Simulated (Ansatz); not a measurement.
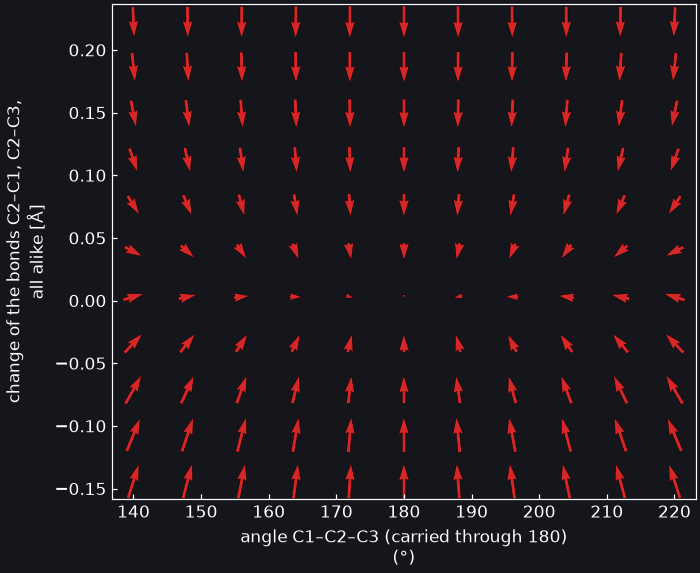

C₃H₃BrS, SMILES C=C=C(S)Br. The first coordinate is: angle C1–C2–C3 (carried through 180); the second: change of the bonds C2–C1, C2–C3, all alike. Nothing is relaxed (all other coordinates rigid). The grid has 11 × 11 points. Points are written as (first, second). These are results of RKS PBE0-D4/def2-SVP (Ansatz 0.2.0), not measurements.

The picture shows arrows along the force (downhill), their lengths compressed.

### The arrows alone are given. Where is the energy lowest?

The arrows converge at about (179°, 0.000 Å) (read from the interpolated surface).

The energy map of the same scan:

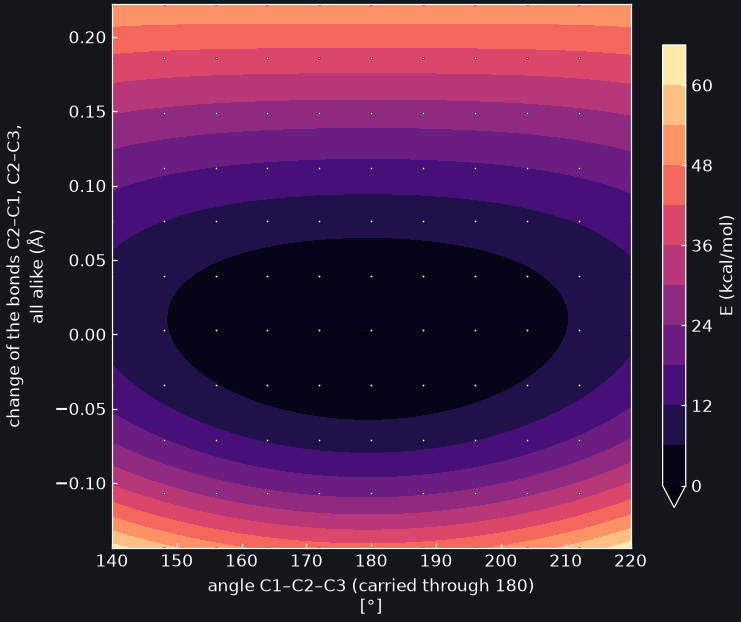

Energies are in kcal/mol, from the lowest grid point; between grid points the surface is interpolated.
